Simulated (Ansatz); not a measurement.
# TaBO (quintet): energies up the ladder

The task, for TaBO (quintet): energies up the ladder. Spin multiplicity 5.

Method: the levels named in each step, in Ansatz 0.2.0.

## 1. Starting point

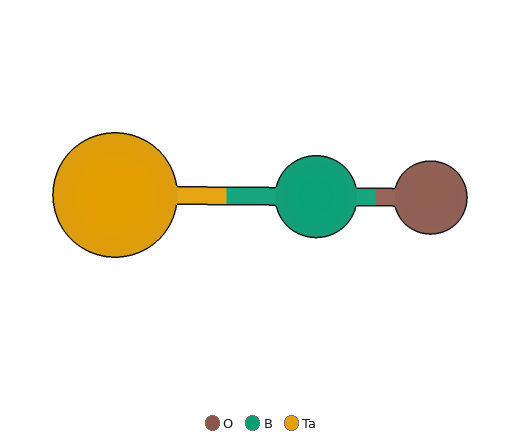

The starting structure, seen from a chosen angle (oxygen brown, boron teal, tantalum amber).

Coordinates:

```xyz
3

O     0.0000    0.0000   -1.5086
B     0.0000    0.0000   -0.3037
Ta    0.0000    0.0000    1.8122
```

## 2. A rough first relaxation, PBE-D4/def2-SVPD

input.yaml

```yaml
crystal:
  periodic: [false, false, false]
  atoms:
    - { symbol: O, position_ang: [0.0, 0.0, -1.50859] }
    - { symbol: B, position_ang: [0.0, 0.0, -0.30366] }
    - { symbol: Ta, position_ang: [0.0, 0.0, 1.81225] }
magnetization:
  spin_polarized: true
  initial_magnetization: 4
basis:
  gaussian: { orbitals: def2-SVPD }
hamiltonian:
  xc: pbe
  dispersion: d4
relax:
  f_tol: 0.03
  max_steps: 200
```

The run is started by

```console
$ ansatz run input.yaml --threads 4 --pin off --max-ram 10240MiB --backend cpu --events-out ev --progress --plain --runs-dir out
```

Standard output, cut to the lines that bear on the results:

```text
Warning: RAYON_NUM_THREADS=4 ignored (pool sized by the plan → 4); use --threads N
[...]
Functional definition: PBE
[...]
660 factors; their error is unknown
[...]
mean field -4267.30098870 eV, -156.8204188541 hartree, gradient 1.3e-5 eV, S^2 6.005711; 9 other end points of the search recorded, 0 dependent functions left out
[...]
reference -4267.30102951 eV, -156.8204203540 hartree; 15, 11 occupied and 63, 67 virtual orbitals, 660 factors
relax step   1: F+E_penalty+E_count = -4267.37108642 eV  Δ(F+E_penalty+E_count) = +0.000e0 eV  max|allowed force component| = 2.485e0 eV/Å  Δτ_max = 0.0000 Å  (202 SCF iters, accepted)
[...]
relax step   3: F+E_penalty+E_count = -4267.46223907 eV  Δ(F+E_penalty+E_count) = -5.434e-4 eV  max|allowed force component| = 5.452e-2 eV/Å  Δτ_max = 0.0030 Å  (38 SCF iters, accepted)
[...]
relax step   4: F+E_penalty+E_count = -4267.46225713 eV  Δ(F+E_penalty+E_count) = -1.806e-5 eV  max|allowed force component| = 4.818e-4 eV/Å  Δτ_max = 0.0004 Å  (37 SCF iters, accepted)
660 factors; their error is unknown
[...]
mean field -4267.39264939 eV, -156.8237873223 hartree, gradient 1.2e-5 eV, S^2 6.006577; 10 other end points of the search recorded, 0 dependent functions left out
[...]
reference -4267.39269032 eV, -156.8237888264 hartree; 15, 11 occupied and 63, 67 virtual orbitals, 660 factors
Total energy: -4267.46229806 eV, -156.8263468639 hartree
Atom 0 at     0.000000    -0.000000    -1.558655 Å, force     0.000000     0.000000    -0.000482 eV/Å
Atom 1 at    -0.000000     0.000000    -0.326417 Å, force    -0.000000    -0.000000     0.000447 eV/Å
Atom 2 at     0.000000    -0.000000     1.885072 Å, force     0.000000     0.000000     0.000035 eV/Å
Dipole moment:     0.000000     0.000000     1.345296 e Å
```

Wall time 17 s (4 threads of Arm Neoverse N1, shared host); peak memory 0.18 GiB.

Relaxation path:

| step | E - E(step 1) (eV) | largest force component (eV/Å) |
| --- | --- | --- |
| 1 | 0.0000 | 2.4850 |
| 2 | -0.0906 | 0.2914 |
| 3 | -0.0912 | 0.0545 |
| 4 | -0.0912 | 0.0005 |

Step 1 is the start.

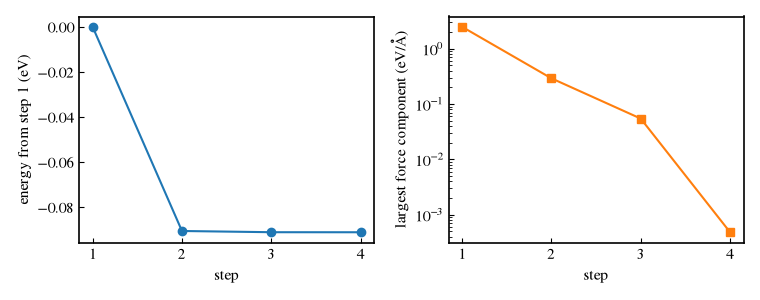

Energy and largest force along the relaxation.

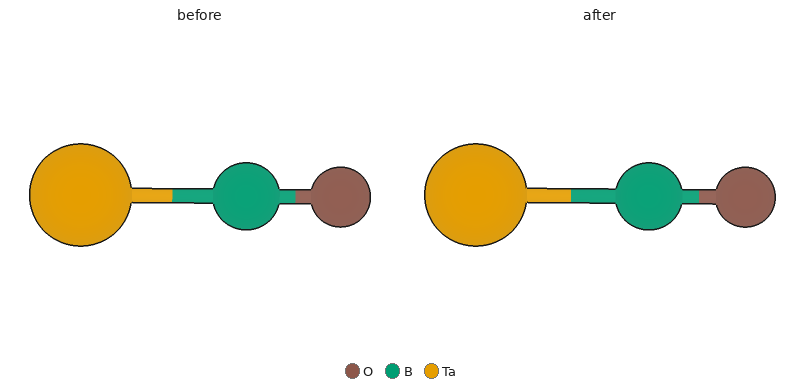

Before and after, at one scale.

Before: Bond lengths: O1–B2 1.205 Å, B2–Ta3 2.116 Å. Angles: O1–B2–Ta3 180.0°.

After: Bond lengths: O1–B2 1.232 Å, B2–Ta3 2.211 Å. Angles: O1–B2–Ta3 180.0°.

## 3. Relaxation, PBE0-D4/def2-TZVPPD

input.yaml

```yaml
crystal:
  periodic: [false, false, false]
  atoms:
    - { symbol: O, position_ang: [0.0, 0.0, -1.55865464] }
    - { symbol: B, position_ang: [0.0, 0.0, -0.32641708] }
    - { symbol: Ta, position_ang: [0.0, 0.0, 1.88507172] }
magnetization:
  spin_polarized: true
  initial_magnetization: 4
basis:
  gaussian: { orbitals: def2-TZVPPD.json }
hamiltonian:
  xc: pbe0
  dispersion: d4
relax:
  f_tol: 0.002
  max_steps: 150
```

The run is started by

```console
$ ansatz run input.yaml --threads 4 --pin off --max-ram 10240MiB --backend cpu --events-out ev --progress --plain --runs-dir out
```

Standard output, cut to the lines that bear on the results:

```text
Warning: RAYON_NUM_THREADS=4 ignored (pool sized by the plan → 4); use --threads N
[...]
Functional definition: PBE0
[...]
775 factors; their error is unknown
[...]
mean field -4269.46557256 eV, -156.8999658440 hartree, gradient 1.3e-5 eV, S^2 6.008572; 2 other end points of the search recorded, 0 dependent functions left out
[...]
reference -4269.46560540 eV, -156.8999670506 hartree; 15, 11 occupied and 121, 125 virtual orbitals, 775 factors
relax step   1: F+E_penalty+E_count = -4269.52449108 eV  Δ(F+E_penalty+E_count) = +0.000e0 eV  max|allowed force component| = 1.475e0 eV/Å  Δτ_max = 0.0000 Å  (78 SCF iters, accepted)
[...]
relax step   3: F+E_penalty+E_count = -4269.53753270 eV  Δ(F+E_penalty+E_count) = -4.883e-4 eV  max|allowed force component| = 1.817e-2 eV/Å  Δτ_max = 0.0025 Å  (62 SCF iters, accepted)
[...]
relax step   4: F+E_penalty+E_count = -4269.53753687 eV  Δ(F+E_penalty+E_count) = -4.166e-6 eV  max|allowed force component| = 1.804e-3 eV/Å  Δτ_max = 0.0006 Å  (59 SCF iters, accepted)
775 factors; their error is unknown
[...]
mean field -4269.47849436 eV, -156.9004407114 hartree, gradient 3.9e-6 eV, S^2 6.008415; 4 other end points of the search recorded, 0 dependent functions left out
[...]
reference -4269.47852723 eV, -156.9004419192 hartree; 15, 11 occupied and 121, 125 virtual orbitals, 775 factors
Total energy: -4269.53756973 eV, -156.9026116912 hartree
Atom 0 at    -0.000000    -0.000000    -1.551216 Å, force     0.000000     0.000000     0.000054 eV/Å
Atom 1 at     0.000000     0.000000    -0.336695 Å, force    -0.000000    -0.000000     0.001750 eV/Å
Atom 2 at    -0.000000    -0.000000     1.887912 Å, force     0.000000     0.000000    -0.001804 eV/Å
Dipole moment:    -0.000000     0.000000     1.400024 e Å
```

Run time: 33 s. Hardware: 4 threads of Arm Neoverse N1, shared host; peak memory 0.36 GiB.

Step by step:

```
step  energy from step 1 (eV)  largest force component (eV/Å)
   1                   0.0000                          1.4750
   2                  -0.0126                          0.2839
   3                  -0.0130                          0.0182
   4                  -0.0130                          0.0018
```

Step 1 is the start.

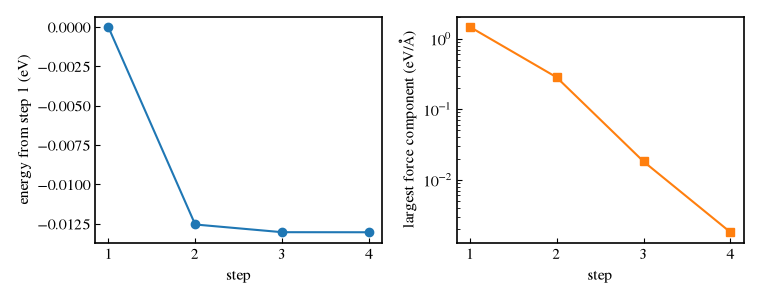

Energy and largest force along the relaxation.

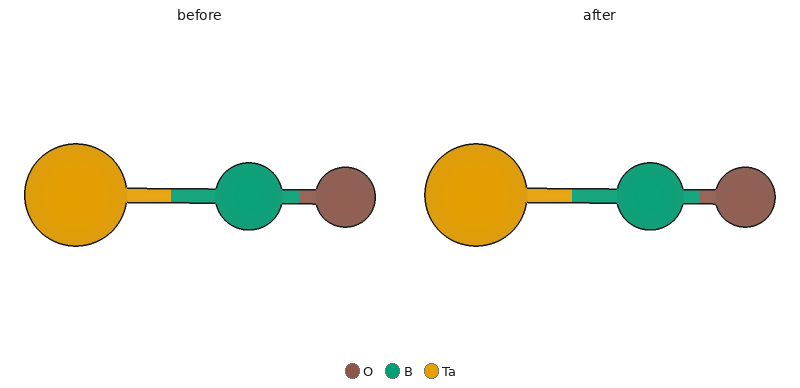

The structure before (left) and after (right) the relaxation, drawn at the same scale. The change is too small to see at this scale.

Before: Bond lengths: O1–B2 1.232 Å, B2–Ta3 2.211 Å. Angles: O1–B2–Ta3 180.0°.

After: Bond lengths: O1–B2 1.215 Å, B2–Ta3 2.225 Å. Angles: O1–B2–Ta3 180.0°.

## 4. Frequencies, PBE0-D4/def2-TZVPPD

input.yaml

```yaml
crystal:
  periodic: [false, false, false]
  atoms:
    - { symbol: O, position_ang: [0.0, 0.0, -1.55121634] }
    - { symbol: B, position_ang: [0.0, 0.0, -0.33669523] }
    - { symbol: Ta, position_ang: [0.0, 0.0, 1.88791158] }
magnetization:
  spin_polarized: true
  initial_magnetization: 4
basis:
  gaussian: { orbitals: def2-TZVPPD.json }
hamiltonian:
  xc: pbe0
  dispersion: d4
phonons: {}
```

The run is started by

```console
$ ansatz run input.yaml --threads 4 --pin off --max-ram 10240MiB --backend cpu --events-out ev --progress --plain --runs-dir out
```

Standard output, cut to the lines that bear on the results:

```text
Warning: RAYON_NUM_THREADS=4 ignored (pool sized by the plan → 4); use --threads N
[...]
Functional definition: PBE0
[...]
775 factors; their error is unknown
[...]
mean field -4269.47849436 eV, -156.9004407114 hartree, gradient 1.1e-5 eV, S^2 6.008415; 3 other end points of the search recorded, 0 dependent functions left out
[...]
reference -4269.47852723 eV, -156.9004419192 hartree; 15, 11 occupied and 121, 125 virtual orbitals, 775 factors
[...]
775 factors; their error is unknown
mean field -4269.47849160 eV, -156.9004406100 hartree, gradient 1.7e-6 eV, S^2 6.008415; 0 other end points of the search recorded, 0 dependent functions left out
[...]
reference -4269.47852447 eV, -156.9004418178 hartree; 15, 11 occupied and 121, 125 virtual orbitals, 775 factors
[...]
775 factors; their error is unknown
[...]
mean field -4269.47845104 eV, -156.9004391191 hartree, gradient 1.6e-6 eV, S^2 6.008422; 0 other end points of the search recorded, 0 dependent functions left out
[...]
reference -4269.47848391 eV, -156.9004403271 hartree; 15, 11 occupied and 121, 125 virtual orbitals, 775 factors
[...]
775 factors; their error is unknown
mean field -4269.47847256 eV, -156.9004399101 hartree, gradient 1.7e-6 eV, S^2 6.008409; 0 other end points of the search recorded, 0 dependent functions left out
[...]
reference -4269.47850542 eV, -156.9004411176 hartree; 15, 11 occupied and 121, 125 virtual orbitals, 775 factors
Total energy: -4269.53756973 eV, -156.9026116912 hartree
Atom 0 at     0.000000     0.000000    -1.551216 Å, force     0.000000     0.000000     0.000054 eV/Å
Atom 1 at     0.000000     0.000000    -0.336695 Å, force    -0.000000    -0.000000     0.001749 eV/Å
Atom 2 at     0.000000     0.000000     1.887912 Å, force     0.000000     0.000000    -0.001802 eV/Å
Dipole moment:     0.000000    -0.000000     1.400023 e Å
Vibrations: 261.93 261.93 344.49 1891.82 cm⁻¹, zero-point energy 0.171109 eV
```

Wall time 42 s (4 threads of Arm Neoverse N1, shared host); peak memory 0.35 GiB.

Harmonic frequencies (cm⁻¹; negative: imaginary): 262, 262, 344, 1892.

## 5. Single point, PBE-D4/def2-TZVPPD

Changes to input.yaml since step 4:

```diff
@@ -12,4 +12,3 @@
 hamiltonian:
-  xc: pbe0
+  xc: pbe
   dispersion: d4
-phonons: {}
```

The run is started by

```console
$ ansatz run input.yaml --threads 4 --pin off --max-ram 10240MiB --backend cpu --events-out ev --progress --plain --runs-dir out
```

Standard output:

```text
Warning: RAYON_NUM_THREADS=4 ignored (pool sized by the plan → 4); use --threads N
Engine: ansatz 0.2.0, aarch64-unknown-linux-gnu
Functional definition: PBE
  parameter kappa = 0.804
  parameter beta = 0.06672455060314922
  exchange = pbe_x(kappa = kappa, mu = beta*pi^2/3)
  correlation = pbe_c(beta = beta)
719 factors; their error is unknown
mean field evaluation 1: about -4255.7705 eV, gradient 5.5e1 eV
mean field evaluation 2: about -3821.9000 eV, gradient 1.7e2 eV
mean field evaluation 4: about -4267.3493 eV, gradient 2.6e1 eV
mean field evaluation 8: about -4270.5609 eV, gradient 1.1e0 eV
mean field evaluation 16: about -4270.5615 eV, gradient 5.1e-4 eV
mean field evaluation 32: about -4268.3049 eV, gradient 8.2e0 eV
mean field evaluation 64: about -4269.4865 eV, gradient 9.0e-1 eV
mean field -4270.56145785 eV, -156.9402388853 hartree, gradient 4.9e-6 eV, S^2 6.006881; 9 other end points of the search recorded, 0 dependent functions left out
reference -4270.56150072 eV, -156.9402404610 hartree; 15, 11 occupied and 121, 125 virtual orbitals, 719 factors
Total energy: -4270.63125674 eV, -156.9428039473 hartree
```

Wall time 11 s (4 threads of Arm Neoverse N1, shared host); peak memory 0.3 GiB.

## 6. Single point, r2SCAN-D4/def2-TZVPPD

Changes to input.yaml since step 5:

```diff
@@ -12,3 +12,3 @@
 hamiltonian:
-  xc: pbe
+  xc: r2scan
   dispersion: d4
```

The run is started by

```console
$ ansatz run input.yaml --threads 4 --pin off --max-ram 10240MiB --backend cpu --events-out ev --progress --plain --runs-dir out
```

Standard output:

```text
Warning: RAYON_NUM_THREADS=4 ignored (pool sized by the plan → 4); use --threads N
Engine: ansatz 0.2.0, aarch64-unknown-linux-gnu
Functional definition: r2SCAN
  parameter k0 = 0.174
  parameter k1 = 0.065
  parameter a1 = 4.9479
  exchange = r2scan_x(k0 = k0, k1 = k1, a1 = a1)
  correlation = r2scan_c
719 factors; their error is unknown
mean field evaluation 1: about -4258.7791 eV, gradient 5.2e1 eV
mean field evaluation 2: about -3851.0602 eV, gradient 1.7e2 eV
mean field evaluation 4: about -4270.7048 eV, gradient 1.9e1 eV
mean field evaluation 8: about -4272.4018 eV, gradient 4.8e-1 eV
mean field evaluation 16: about -4272.3960 eV, gradient 2.2e-3 eV
mean field evaluation 32: about -4272.3972 eV, gradient 9.3e-2 eV
mean field evaluation 64: about -4272.3960 eV, gradient 1.1e-4 eV
mean field evaluation 96: about -4272.3562 eV, gradient 1.1e0 eV
mean field -4272.39606463 eV, -157.0076594412 hartree, gradient 4.9e-6 eV, S^2 6.012633; 8 other end points of the search recorded, 0 dependent functions left out
reference -4272.39608607 eV, -157.0076602291 hartree; 15, 11 occupied and 121, 125 virtual orbitals, 719 factors
Total energy: -4272.40958753 eV, -157.0081563983 hartree
```

It took 33 s on 4 threads of Arm Neoverse N1, shared host; peak memory 0.36 GiB.

## 7. Single point, B3LYP-D4/def2-TZVPPD

Changes to input.yaml since step 6:

```diff
@@ -12,3 +12,3 @@
 hamiltonian:
-  xc: r2scan
+  xc: { name: B3LYP }
   dispersion: d4
```

The run is started by

```console
$ ansatz run input.yaml --threads 4 --pin off --max-ram 10240MiB --backend cpu --events-out ev --progress --plain --runs-dir out
```

Standard output:

```text
Warning: RAYON_NUM_THREADS=4 ignored (pool sized by the plan → 4); use --threads N
Engine: ansatz 0.2.0, aarch64-unknown-linux-gnu
Functional definition: B3LYP
  parameter a0 = 0.2
  parameter ax = 0.72
  parameter ac = 0.81
  exchange = (1 - a0 - ax)*slater_x + ax*b88_x + a0*exact_x
  correlation = (1 - ac)*vwn_rpa_c + ac*lyp_c
750 factors; their error is unknown
mean field evaluation 1: about -4260.1952 eV, gradient 5.2e1 eV
mean field evaluation 2: about -3869.2849 eV, gradient 1.6e2 eV
mean field evaluation 4: about -4271.8335 eV, gradient 2.0e1 eV
mean field evaluation 8: about -4273.4641 eV, gradient 5.6e-1 eV
mean field evaluation 16: about -4273.4785 eV, gradient 1.9e-4 eV
mean field evaluation 32: about -4273.4785 eV, gradient 1.2e-5 eV
mean field -4273.47850835 eV, -157.0474385142 hartree, gradient 1.2e-5 eV, S^2 6.005026; 3 other end points of the search recorded, 0 dependent functions left out
reference -4273.47871939 eV, -157.0474462698 hartree; 15, 11 occupied and 121, 125 virtual orbitals, 750 factors
Total energy: -4273.59552591 eV, -157.0517388303 hartree
```

Run time: 6.9 s. Hardware: 4 threads of Arm Neoverse N1, shared host; peak memory 0.34 GiB.

## 8. Single point, wB97M-V/def2-TZVPPD

Changes to input.yaml since step 7:

```diff
@@ -12,3 +12,2 @@
 hamiltonian:
-  xc: { name: B3LYP }
-  dispersion: d4
+  xc: { name: wB97M-V }
```

The run is started by

```console
$ ansatz run input.yaml --threads 4 --pin off --max-ram 10240MiB --backend cpu --events-out ev --progress --plain --runs-dir out
```

Standard output, cut to the lines that bear on the results:

```text
Warning: RAYON_NUM_THREADS=4 ignored (pool sized by the plan → 4); use --threads N
[...]
Functional definition: wB97M-V
[...]
  gx(w, u) = 1 - cx + cx01*u + cx10*w
  gss(w, u) = css00 + css04*u^4 + css10*w + css20*w^2 + css43*w^4*u^3
  gos(w, u) = cos00 + cos10*w + (cos20 + cos21*u)*w^2 + (cos60 + cos61*u)*w^6
[...]
      + integral(e_c_pw_mod_opposite_spin*gos(b97_w_opposite, b97_u_opposite)) + vv10(b, c)
735 factors; their error is unknown
199 factors; integrals over basis functions are off by at most 1.0e-4 eV
[...]
mean field -4269.71671187 eV, -156.9091950433 hartree, gradient 1.4e-5 eV, S^2 6.006942; 3 other end points of the search recorded, 0 dependent functions left out
reference -4269.71675826 eV, -156.9091967482 hartree; 15, 11 occupied and 121, 125 virtual orbitals, 735 factors
Total energy: -4269.71675826 eV, -156.9091967482 hartree
```

Run time: 31 s. Hardware: 4 threads of Arm Neoverse N1, shared host; peak memory 0.54 GiB.

## 9. Single point, B2PLYP/def2-TZVPPD

Changes to input.yaml since step 8:

```diff
@@ -12,2 +12,2 @@
 hamiltonian:
-  xc: { name: wB97M-V }
+  xc: { name: B2PLYP }
```

The run is started by

```console
$ ansatz run input.yaml --threads 4 --pin off --max-ram 10240MiB --backend cpu --events-out ev --progress --plain --runs-dir out
```

Standard output, cut to the lines that bear on the results:

```text
Warning: RAYON_NUM_THREADS=4 ignored (pool sized by the plan → 4); use --threads N
[...]
Functional definition: B2PLYP
[...]
849 factors; integrals over basis functions are off by at most 1.3e-3 eV
[...]
mean field -4262.33102887 eV, -156.6377761992 hartree, gradient 4.8e-6 eV, S^2 6.008234; 6 other end points of the search recorded, 0 dependent functions left out
2 core orbitals not correlated: weight in the atoms' cores, before any rotation towards them, 1.000 or more for the frozen orbitals, at most 0.000 for the correlated occupied ones
reference -4262.33116172 eV, -156.6377810815 hartree; 13, 9 occupied and 121, 125 virtual orbitals, 849 factors
second order -20.14206219 eV of doubles, -0.00000000 eV of singles
Total energy: -4267.76951851 eV, -156.8376370073 hartree
```

Run time: 12 s. Hardware: 4 threads of Arm Neoverse N1, shared host; peak memory 0.41 GiB.

## 10. Single point, LDA/def2-TZVPPD

Changes to input.yaml since step 9:

```diff
@@ -12,2 +12,2 @@
 hamiltonian:
-  xc: { name: B2PLYP }
+  xc: lda
```

The run is started by

```console
$ ansatz run input.yaml --threads 4 --pin off --max-ram 10240MiB --backend cpu --events-out ev --progress --plain --runs-dir out
```

Standard output:

```text
Warning: RAYON_NUM_THREADS=4 ignored (pool sized by the plan → 4); use --threads N
Engine: ansatz 0.2.0, aarch64-unknown-linux-gnu
Functional definition: SPW92
  exchange = slater_x
  correlation = pw_c
719 factors; their error is unknown
mean field evaluation 1: about -4232.3924 eV, gradient 5.5e1 eV
mean field evaluation 2: about -3791.0658 eV, gradient 1.7e2 eV
mean field evaluation 4: about -4244.2893 eV, gradient 2.4e1 eV
mean field evaluation 8: about -4247.3211 eV, gradient 8.1e-1 eV
mean field evaluation 16: about -4247.3176 eV, gradient 1.1e-3 eV
mean field evaluation 32: about -4245.1672 eV, gradient 6.9e0 eV
mean field evaluation 64: about -4247.0096 eV, gradient 6.2e-1 eV
mean field evaluation 96: about -4243.8347 eV, gradient 9.0e0 eV
mean field -4247.31764974 eV, -156.0860446925 hartree, gradient 9.3e-6 eV, S^2 6.005261; 9 other end points of the search recorded, 0 dependent functions left out
reference -4247.31768840 eV, -156.0860461132 hartree; 15, 11 occupied and 121, 125 virtual orbitals, 719 factors
Total energy: -4247.31768840 eV, -156.0860461132 hartree
```

Wall time 5.5 s (4 threads of Arm Neoverse N1, shared host); peak memory 0.28 GiB.

## 11. Single point, PBE0-D4/def2-SVPD

Changes to input.yaml since step 10:

```diff
@@ -10,4 +10,5 @@
 basis:
-  gaussian: { orbitals: def2-TZVPPD.json }
+  gaussian: { orbitals: def2-SVPD }
 hamiltonian:
-  xc: lda
+  xc: pbe0
+  dispersion: d4
```

The run is started by

```console
$ ansatz run input.yaml --threads 4 --pin off --max-ram 10240MiB --backend cpu --events-out ev --progress --plain --runs-dir out
```

Standard output:

```text
Warning: RAYON_NUM_THREADS=4 ignored (pool sized by the plan → 4); use --threads N
Engine: ansatz 0.2.0, aarch64-unknown-linux-gnu
Functional definition: PBE0
  parameter a = 0.25
  parameter kappa = 0.804
  parameter beta = 0.06672455060314922
  exchange = (1 - a)*pbe_x(kappa = kappa, mu = beta*pi^2/3) + a*exact_x
  correlation = pbe_c(beta = beta)
691 factors; their error is unknown
mean field evaluation 1: about -4255.1967 eV, gradient 4.5e1 eV
mean field evaluation 2: about -3886.6390 eV, gradient 1.5e2 eV
mean field evaluation 4: about -4264.8430 eV, gradient 1.7e1 eV
mean field evaluation 8: about -4266.2067 eV, gradient 5.0e-1 eV
mean field evaluation 16: about -4266.2582 eV, gradient 8.9e-5 eV
mean field evaluation 32: about -4266.2582 eV, gradient 1.8e-5 eV
mean field -4266.25823372 eV, -156.7820983156 hartree, gradient 1.8e-5 eV, S^2 6.008171; 2 other end points of the search recorded, 0 dependent functions left out
reference -4266.25826523 eV, -156.7820994734 hartree; 15, 11 occupied and 63, 67 virtual orbitals, 691 factors
Total energy: -4266.31730773 eV, -156.7842692455 hartree
```

Run time: 3.6 s. Hardware: 4 threads of Arm Neoverse N1, shared host; peak memory 0.2 GiB.

## 12. Single point, PBE-D4/def2-SVPD

Changes to input.yaml since step 11:

```diff
@@ -12,3 +12,3 @@
 hamiltonian:
-  xc: pbe0
+  xc: pbe
   dispersion: d4
```

The run is started by

```console
$ ansatz run input.yaml --threads 4 --pin off --max-ram 10240MiB --backend cpu --events-out ev --progress --plain --runs-dir out
```

Standard output:

```text
Warning: RAYON_NUM_THREADS=4 ignored (pool sized by the plan → 4); use --threads N
Engine: ansatz 0.2.0, aarch64-unknown-linux-gnu
Functional definition: PBE
  parameter kappa = 0.804
  parameter beta = 0.06672455060314922
  exchange = pbe_x(kappa = kappa, mu = beta*pi^2/3)
  correlation = pbe_c(beta = beta)
660 factors; their error is unknown
mean field evaluation 1: about -4254.3492 eV, gradient 5.0e1 eV
mean field evaluation 2: about -3852.6825 eV, gradient 1.6e2 eV
mean field evaluation 4: about -4263.9877 eV, gradient 2.7e1 eV
mean field evaluation 8: about -4267.4122 eV, gradient 8.1e-1 eV
mean field evaluation 16: about -4267.3797 eV, gradient 2.7e-4 eV
mean field evaluation 32: about -4267.3797 eV, gradient 4.0e-2 eV
mean field evaluation 64: about -4266.2984 eV, gradient 6.5e-1 eV
mean field -4267.37972428 eV, -156.8233123333 hartree, gradient 1.4e-5 eV, S^2 6.006631; 9 other end points of the search recorded, 0 dependent functions left out
reference -4267.37976545 eV, -156.8233138463 hartree; 15, 11 occupied and 63, 67 virtual orbitals, 660 factors
Total energy: -4267.44952146 eV, -156.8258773326 hartree
```

Run time: 5.9 s. Hardware: 4 threads of Arm Neoverse N1, shared host; peak memory 0.17 GiB.

## 13. Geometries side by side

| level | O1–B2 (Å) | B2–Ta3 (Å) | rotational constants (MHz) | dipole (D) | highest frequency (cm⁻¹) | CPU time |
| --- | --- | --- | --- | --- | --- | --- |
| PBE0-D4/def2-TZVPPD | 1.2145 | 2.2246 | 2369.6 | 6.72 | 1892 | 2.1 min |

Constants are for the commonest isotopes at the equilibrium geometry; times are CPU times of the relaxations.

## 14. Total energies

| level | energy (eV) | CPU time |
| --- | --- | --- |
| PBE-D4/def2-TZVPPD | -4270.6313 | 42 s |
| r2SCAN-D4/def2-TZVPPD | -4272.4096 | 2.2 min |
| B3LYP-D4/def2-TZVPPD | -4273.5955 | 26 s |
| wB97M-V/def2-TZVPPD | -4269.7168 | 2 min |
| B2PLYP/def2-TZVPPD | -4267.7695 | 44 s |
| LDA/def2-TZVPPD | -4247.3177 | 20 s |
| PBE0-D4/def2-SVPD | -4266.3173 | 13 s |
| PBE-D4/def2-SVPD | -4267.4495 | 22 s |

## 15. What came out

| quantity | value |
| --- | --- |
| O1–B2 at PBE0-D4/def2-TZVPPD | 1.215 Å |
| B2–Ta3 at PBE0-D4/def2-TZVPPD | 2.225 Å |
| frequencies at PBE0-D4/def2-TZVPPD | 262 to 1892 cm⁻¹ |
| energy at PBE-D4/def2-SVPD | -4267.450 eV |

What this shows: No mode is imaginary, so the geometry is a minimum. These totals serve in differences with atoms or fragments at the same level; alone they don't rank the methods. Heavy atoms carry effective core potentials in def2 sets, and spin-orbit coupling is left out.
